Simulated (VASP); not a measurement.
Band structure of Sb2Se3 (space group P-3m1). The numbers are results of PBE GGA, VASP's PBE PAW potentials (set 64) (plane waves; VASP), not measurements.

Unless said otherwise, spin-orbit coupling is left out, though it shifts the bands of the heavy elements here.

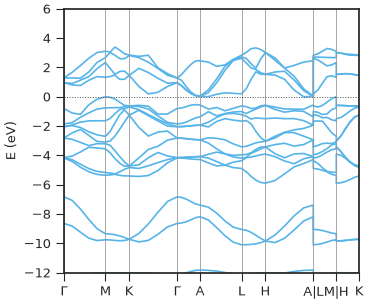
Fig. 1. Bands along high-symmetry lines, zero at the valence-band maximum or, without a gap, the Fermi level

Q: Read the plot: is there a gap, and where are the band edges?

A: It has no gap at this level: it comes out as a metal or semimetal.

The structure was generated: Sb2Se3 was put into an ordered model structure, which need not be its known phase. The cell was not relaxed at this level. The k-mesh is coarse (spacing up to 0.43 per Å, 2π included), so the numbers may not be converged in it.
